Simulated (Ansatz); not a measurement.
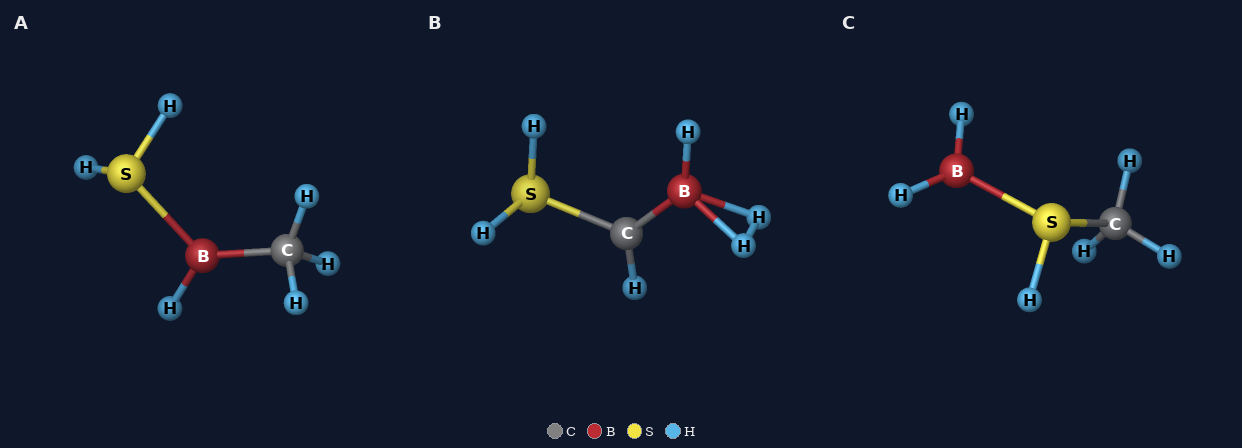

3 stationary structures of one formula. The species has charge +1 and is a spin singlet. Geometries: PBE-D4/def2-SVP. Electronic energies: PBE-D4/def2-SVP (Ansatz 0.2.0), without zero-point energy. No frequency run is at hand to confirm each as a minimum. Each is one conformer, not always the lowest.

Question: Which is lowest in energy, and by how much?

Answer: A is lowest; C lies 0.584 eV above it, B lies 2.606 eV above it.
